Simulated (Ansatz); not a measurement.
B₂H₆Si (SMILES BB[SiH3])

```xyz
9

B    -1.2235    0.9562   -0.7500
B     0.3275    0.5686   -0.5799
Si    0.7426   -0.9030    0.7487
H    -1.9397    0.3757   -1.5195
H    -1.7557    1.7643   -0.0387
H     1.2806    1.0335   -1.1347
H     1.4455   -2.0054    0.0334
H     1.6567   -0.3565    1.7911
H    -0.4457   -1.4797    1.4325
```

Geometry: PBE0-D4/def2-TZVP.

Method: Ansatz, RKS PBE0-D4/def2-TZVPP.

### What can the converged electron density and electron localisation function tell about the bonding?

B–B (1.61 Å): the density is about 1.2 e/Å³ at the midpoint; the ELF peaks at about 1 between the atoms; localised, covalent bonding.
Si–B (2.03 Å): ρ at the midpoint is about 0.76 e/Å³; the ELF peaks at about 1 between the atoms (localised, covalent bonding).
B–H (1.20 Å): ρ is about 1.2 e/Å³ halfway; the ELF climbs to about 1 towards the hydrogen, as it does in any bond to H: a covalent bond by its length.
Si–H (1.49 Å): ρ is about 0.8 e/Å³ halfway; the ELF climbs to about 1 towards the hydrogen.

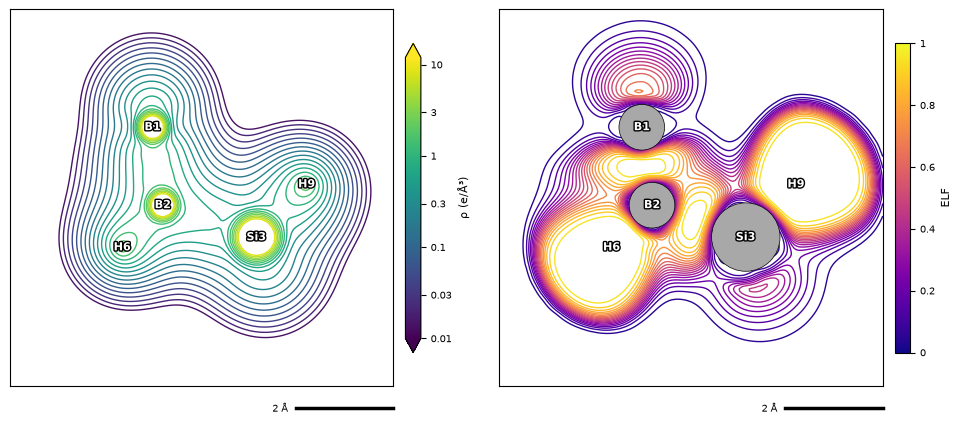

Computed electron density and electron localisation function on the plane of atoms B1, B2 and H6, in this order. Grey discs cover the atomic cores in the ELF map. 
